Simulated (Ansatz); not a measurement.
**Geometry relaxation of ZrH3SOF3 (part 1 of 2)**

- system: ZrH3SOF3
- method: RKS B3LYP-D4/def2-SVP (Ansatz 0.2.0)

The input holds or restrains some coordinates. It belongs to a series of runs on one base structure; here: pulled along the bonds that form and break, towards end B. Figures and captions count atoms from 1; the log counts them from 0 in places.

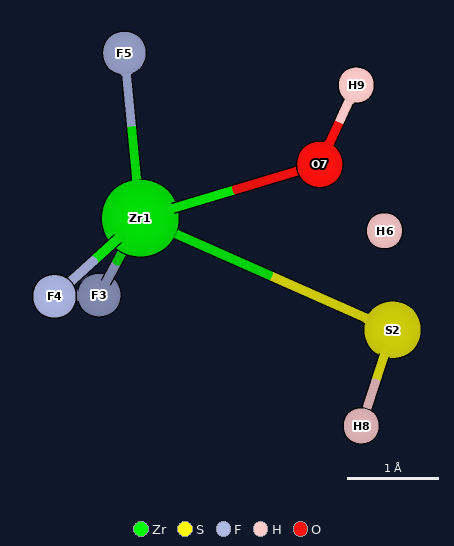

Figure 1. The structure as given in the input (ball-and-stick view, seen at a tilt; atoms are numbered from 1 in the order of the input). Sticks mark near contacts.

## The input
```yaml
crystal:
  periodic: [false, false, false]
  atoms:
    - { symbol: Zr, position_ang: [-1.1389, 0.4844, -0.2155] }
    - { symbol: S, position_ang: [0.6191, -2.0088, 0.3041] }
    - { symbol: F, position_ang: [-2.5134, -0.7424, -0.2395] }
    - { symbol: F, position_ang: [-1.4199, 1.5211, 1.2885] }
    - { symbol: F, position_ang: [-1.0272, 1.2564, -1.8943] }
    - { symbol: H, position_ang: [1.5169, -0.4712, 0.0929] }
    - { symbol: O, position_ang: [1.4762, 0.7891, -0.0848] }
    - { symbol: H, position_ang: [0.489, -1.8037, 1.6226] }
    - { symbol: H, position_ang: [1.9981, 0.9752, -0.8739] }
basis:
  gaussian: { orbitals: def2-SVP }
hamiltonian:
  xc: b3lyp
  dispersion: d4
relax:
  f_tol: 0.15
  max_steps: 25
  restrain:
    - { distance: [0, 6], at: 2.41, k: 30.0 }
    - { distance: [5, 1], at: 1.36, k: 30.0 }
    - { distance: [0, 1], at: 4.1, k: 30.0 }
    - { distance: [5, 6], at: 2.27, k: 30.0 }
```

Machine: 2 threads of AMD EPYC (Zen 5), 128 GiB of memory available, shared host.

Launched with:
```bash
ansatz run input.yaml --threads 2 --pin off --max-ram 3072MiB --backend cpu --events-out ev --progress --plain --runs-dir out
```

## What the program printed
```
The last accepted step is kept in [file] (removed where the run ends without a failure and the disk answers)
Engine: ansatz 0.2.0, x86_64-unknown-linux-gnu
Functional definition: B3LYP
  parameter a0 = 0.2
  parameter ax = 0.72
  parameter ac = 0.81
  exchange = (1 - a0 - ax)*slater_x + ax*b88_x + a0*exact_x
  correlation = (1 - ac)*vwn_rpa_c + ac*lyp_c
1240 factors; integrals over basis functions are off by at most 3.2e-4 eV
mean field evaluation 1: about -22348.4648 eV, gradient 7.9e1 eV
mean field evaluation 2: about -22250.4672 eV, gradient 2.3e2 eV
mean field evaluation 4: about -22358.7081 eV, gradient 1.6e1 eV
mean field evaluation 8: about -22359.1705 eV, gradient 4.7e-1 eV
mean field evaluation 16: about -22359.1711 eV, gradient 9.4e-5 eV
mean field -22359.17106416 eV, -821.6843810173 hartree, gradient 2.2e-5 eV, S^2 0.000000; 0 other end points of the search recorded, 0 dependent functions left out
the calculation of the forces begins
reference -22359.17139524 eV, -821.6843931845 hartree; 33, 33 occupied and 87, 87 virtual orbitals, 1240 factors
relax step   1: F+E_penalty+E_count = -22359.48951254 eV  Δ(F+E_penalty+E_count) = +0.000e0 eV  max|allowed force component| = 4.443e0 eV/Å  E_restraint = 33.63865024 eV  max|allowed force component, restraints' pulls added| = 3.866e1 eV/Å  Δτ_max = 0.0000 Å  (30 SCF iters, accepted)
  distance Zr 0 - O 6 = 2.6360 Å
  distance H 5 - S 1 = 1.7930 Å
  distance Zr 0 - S 1 = 3.0946 Å
  distance H 5 - O 6 = 1.2734 Å
these checks for a lower state are left out or cut short: starts, cluster_reference, orbital_swaps, neighbouring_geometries, increment
1240 factors; integrals over basis functions are off by at most 3.3e-4 eV
mean field -22358.27507890 eV, -821.6514541663 hartree, gradient 2.5e-5 eV, S^2 0.000000; 0 other end points of the search recorded, 0 dependent functions left out
[... from here on the field's lines of each further geometry are left out, up to the last ...]
relax step   2: F+E_penalty+E_count = -22358.58910205 eV  Δ(F+E_penalty+E_count) = +9.004e-1 eV  max|allowed force component| = 3.989e0 eV/Å  E_restraint = 16.20734203 eV  max|allowed force component, restraints' pulls added| = 2.802e1 eV/Å  Δτ_max = 0.1916 Å  (37 SCF iters, accepted)
relax step   3: F+E_penalty+E_count = -22358.40977331 eV  Δ(F+E_penalty+E_count) = +1.793e-1 eV  max|allowed force component| = 4.031e0 eV/Å  E_restraint = 6.13297251 eV  max|allowed force component, restraints' pulls added| = 1.516e1 eV/Å  Δτ_max = 0.1921 Å  (38 SCF iters, accepted)
relax step   4: F+E_penalty+E_count = -22358.77329526 eV  Δ(F+E_penalty+E_count) = -3.635e-1 eV  max|allowed force component| = 3.887e0 eV/Å  E_restraint = 0.81005556 eV  max|allowed force component, restraints' pulls added| = 4.143e0 eV/Å  Δτ_max = 0.1945 Å  (39 SCF iters, accepted)
relax step   5: F+E_penalty+E_count = -22359.55319070 eV  Δ(F+E_penalty+E_count) = -7.799e-1 eV  max|allowed force component| = 3.922e0 eV/Å  E_restraint = 0.19398156 eV  max|allowed force component, restraints' pulls added| = 1.059e0 eV/Å  Δτ_max = 0.1944 Å  (39 SCF iters, accepted)
relax step   6: F+E_penalty+E_count = -22359.86514867 eV  Δ(F+E_penalty+E_count) = -3.120e-1 eV  max|allowed force component| = 3.488e0 eV/Å  E_restraint = 0.21000265 eV  max|allowed force component, restraints' pulls added| = 1.056e0 eV/Å  Δτ_max = 0.1949 Å  (37 SCF iters, accepted)
relax step   7: F+E_penalty+E_count = -22359.98799435 eV  Δ(F+E_penalty+E_count) = -1.228e-1 eV  max|allowed force component| = 3.727e0 eV/Å  E_restraint = 0.21964542 eV  max|allowed force component, restraints' pulls added| = 6.835e-1 eV/Å  Δτ_max = 0.1999 Å  (30 SCF iters, accepted)
relax step   8: F+E_penalty+E_count = -22360.04686450 eV  Δ(F+E_penalty+E_count) = -5.887e-2 eV  max|allowed force component| = 3.481e0 eV/Å  E_restraint = 0.22148063 eV  max|allowed force component, restraints' pulls added| = 3.065e-1 eV/Å  Δτ_max = 0.2000 Å  (30 SCF iters, accepted)
relax step   9: F+E_penalty+E_count = -22360.06229994 eV  Δ(F+E_penalty+E_count) = -1.544e-2 eV  max|allowed force component| = 3.572e0 eV/Å  E_restraint = 0.22331315 eV  max|allowed force component, restraints' pulls added| = 1.769e-1 eV/Å  Δτ_max = 0.1262 Å  (31 SCF iters, accepted)
relax step  10: F+E_penalty+E_count = -22360.07352095 eV  Δ(F+E_penalty+E_count) = -1.122e-2 eV  max|allowed force component| = 3.595e0 eV/Å  E_restraint = 0.21908771 eV  max|allowed force component, restraints' pulls added| = 4.260e-1 eV/Å  Δτ_max = 0.1935 Å  (30 SCF iters, accepted)
relax step  11: F+E_penalty+E_count = -22360.08444986 eV  Δ(F+E_penalty+E_count) = -1.093e-2 eV  max|allowed force component| = 3.597e0 eV/Å  E_restraint = 0.21773000 eV  max|allowed force component, restraints' pulls added| = 5.394e-1 eV/Å  Δτ_max = 0.1308 Å  (30 SCF iters, accepted)
relax step  12: F+E_penalty+E_count = -22360.10090741 eV  Δ(F+E_penalty+E_count) = -1.646e-2 eV  max|allowed force component| = 3.568e0 eV/Å  E_restraint = 0.21540401 eV  max|allowed force component, restraints' pulls added| = 5.351e-1 eV/Å  Δτ_max = 0.1411 Å  (30 SCF iters, accepted)
relax step  13: F+E_penalty+E_count = -22360.12567324 eV  Δ(F+E_penalty+E_count) = -2.477e-2 eV  max|allowed force component| = 3.541e0 eV/Å  E_restraint = 0.21525497 eV  max|allowed force component, restraints' pulls added| = 5.377e-1 eV/Å  Δτ_max = 0.1621 Å  (30 SCF iters, accepted)
relax step  14: F+E_penalty+E_count = -22360.17669121 eV  Δ(F+E_penalty+E_count) = -5.102e-2 eV  max|allowed force component| = 3.845e0 eV/Å  E_restraint = 0.23023352 eV  max|allowed force component, restraints' pulls added| = 8.470e-2 eV/Å  Δτ_max = 0.1999 Å  (37 SCF iters, accepted)
relax step  15: F+E_penalty+E_count = -22360.17208515 eV  Δ(F+E_penalty+E_count) = +4.606e-3 eV  max|allowed force component| = 3.677e0 eV/Å  E_restraint = 0.22216749 eV  max|allowed force component, restraints' pulls added| = 4.358e-1 eV/Å  Δτ_max = 0.1981 Å  (37 SCF iters, accepted)
the calculation of the forces begins
reference -22359.91351041 eV, -821.7116654138 hartree; 33, 33 occupied and 87, 87 virtual orbitals, 1240 factors
relax step  16: F+E_penalty+E_count = -22360.18782807 eV  Δ(F+E_penalty+E_count) = -1.574e-2 eV  max|allowed force component| = 3.725e0 eV/Å  E_restraint = 0.22679404 eV  max|allowed force component, restraints' pulls added| = 8.031e-2 eV/Å  Δτ_max = 0.2000 Å  (30 SCF iters, accepted)
```

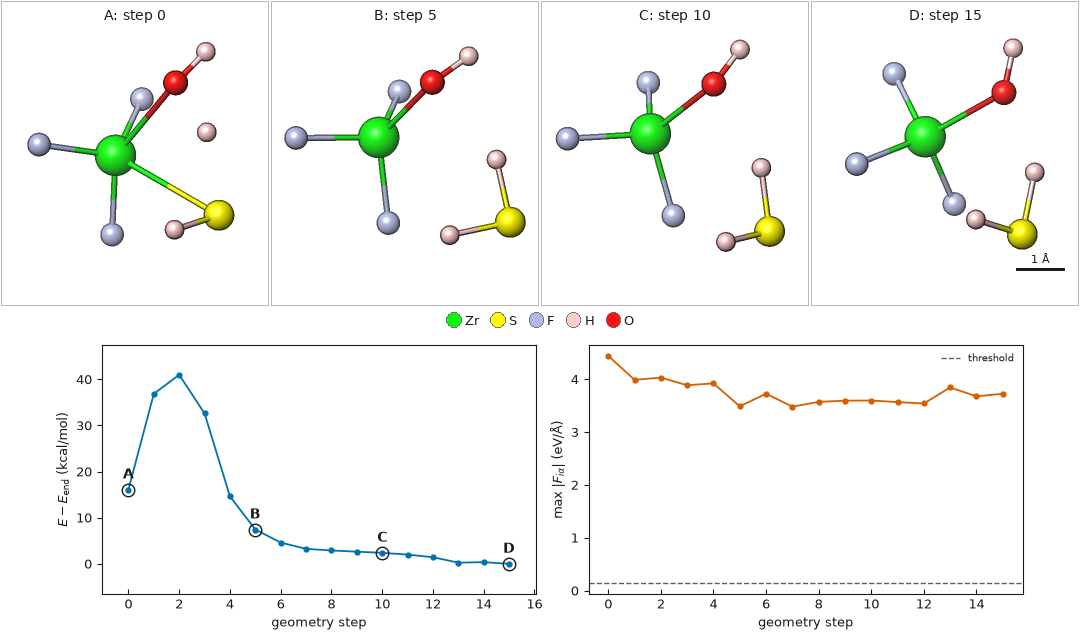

Figure 2. Frames of the restrained relaxation (ball-and-stick view, seen at a tilt) above the curves, on which the letters mark them (the first geometry is step 0 here and step 1 in the log).

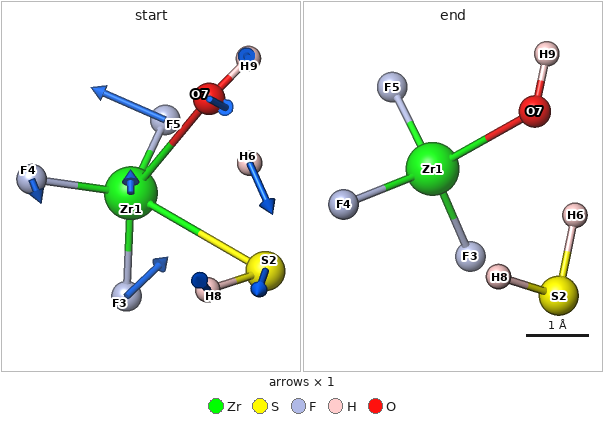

Figure 3. Before (left) and after (right) the restrained relaxation, at one scale (ball-and-stick view, seen at a tilt). The blue arrows give the displacements, at true length. F5 moves most after the best rigid fit: 1.34 Å. Largest moves by element: F 1.34 Å, H 1.00 Å, S 0.97 Å, O 0.82 Å, Zr 0.45 Å. Distances before and after: Zr1–S2 3.095 → 4.092 Å, S2–H6 1.793 → 1.359 Å, Zr1–O7 2.636 → 2.287 Å, Zr1–F3 1.843 → 1.897 Å. New bonds form: S2–H6 (1.79 → 1.36 Å). Bonds break: Zr1–S2 (3.09 → 4.09 Å). Among the angles that change: F3–Zr1–O7 144.9° → 112.7°, F5–Zr1–O7 86.4° → 107.8°, F4–Zr1–O7 92.6° → 111.7°. The energy falls by 16.1 kcal/mol in 15 geometry steps. The largest force component goes from 4.4 to 3.7 eV/Å. (Atoms are counted from 1 in the order of the input.)

```
  distance Zr 0 - O 6 = 2.2873 Å
  distance H 5 - S 1 = 1.3594 Å
  distance Zr 0 - S 1 = 4.0921 Å
  distance H 5 - O 6 = 2.2683 Å
1240 factors; integrals over basis functions are off by at most 6.4e-4 eV
mean field -22359.91317482 eV, -821.7116530811 hartree, gradient 5.6e-6 eV, S^2 0.000000; 1 other end points of the search recorded, 0 dependent functions left out
the calculation of the forces begins
reference -22359.91351041 eV, -821.7116654138 hartree; 33, 33 occupied and 87, 87 virtual orbitals, 1240 factors
Total energy: -22360.18816366 eV, -821.7217587347 hartree
Atom 0 at    -1.072950     0.848646    -0.492491 Å, force     3.725335    -0.855497    -0.382351 eV/Å
Atom 1 at     0.859644    -2.376670     1.122352 Å, force    -0.095545     0.277139    -0.044984 eV/Å
Atom 2 at    -2.129225    -0.517362    -1.278509 Å, force     0.020417     0.041142     0.024155 eV/Å
Atom 3 at    -1.544778     1.072043     1.331584 Å, force    -0.011328     0.014912     0.007573 eV/Å
Atom 4 at    -1.504406     2.456877    -1.396709 Å, force     0.008296    -0.001866     0.029731 eV/Å
Atom 5 at     1.532764    -1.436981     0.406980 Å, force    -0.027265     0.021261    -0.026462 eV/Å
Atom 6 at     1.170727     0.482981    -0.745403 Å, force    -3.589084     0.578867     0.433127 eV/Å
Atom 7 at     0.998318    -1.677029     2.275210 Å, force    -0.002123    -0.046771    -0.055643 eV/Å
Atom 8 at     1.689807     1.147595    -1.222915 Å, force    -0.028702    -0.029187     0.014854 eV/Å
Dipole moment:     0.198687     0.376760    -0.042720 e Å
```

## Trajectory as extended XYZ (Å, eV, eV/Å), 16 frames, from step=1 to step=16
```
9
Properties=species:S:1:pos:R:3:forces:R:3 step=1 energy=-22359.48951
Zr   -1.1389    0.4844   -0.2155    4.4428  -1.9776   0.6358
S     0.6191   -2.0088    0.3041   -0.4909   1.3071  -0.5953
F    -2.5134   -0.7424   -0.2395   -1.5108  -0.8013  -0.1548
F    -1.4199    1.5211    1.2885   -0.3973   1.0216   1.1266
F    -1.0272    1.2564   -1.8943   -0.2152   0.7969  -1.4147
H     1.5169   -0.4712    0.0929   -0.3428   2.0705  -0.3345
O     1.4762    0.7891   -0.0848   -1.5311  -2.4638   0.5849
H     0.4890   -1.8037    1.6226   -0.0087  -0.0024   0.4122
H     1.9981    0.9752   -0.8739    0.0540   0.0490  -0.2601
```
